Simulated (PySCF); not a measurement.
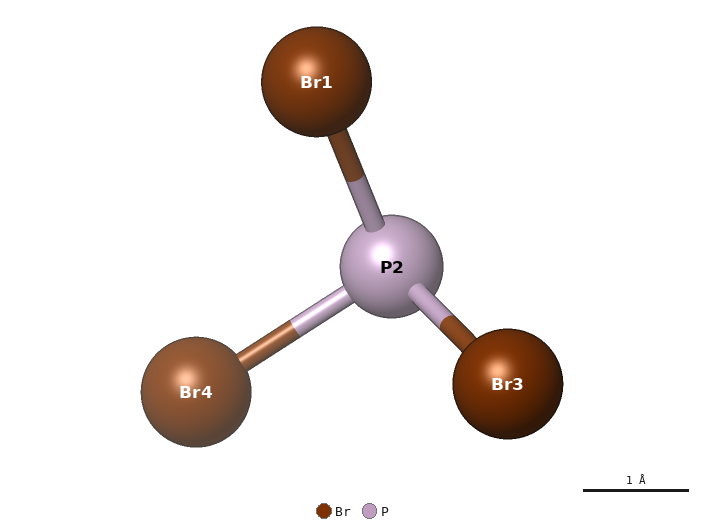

Orthographic view. Distant atoms are faded towards the background colour. The geometry was computed by an optimisation with PBE0-D3(BJ)/def2-SVP. No frequency run is at hand to confirm it as a minimum.

Write a MOL file (V2000) with the atoms in numerical order, bonds sorted by atom number with the orders drawn, and coordinates in the frame of the picture: x right, y up, z towards the viewer, origin at the mean position.

```
PBr3
                    3D

  4  3  0  0  0  0  0  0  0  0999 V2000
   -0.3500    1.9100    0.5100 Br  0  0  0  0  0  0  0  0  0  0  0  0
    0.3700    0.1400   -0.6400 P   0  0  0  0  0  0  0  0  0  0  0  0
    1.4900   -0.9900    0.9400 Br  0  0  0  0  0  0  0  0  0  0  0  0
   -1.5000   -1.0600   -0.8100 Br  0  0  0  0  0  0  0  0  0  0  0  0
  1  2  1  0
  2  3  1  0
  2  4  1  0
M  END
```
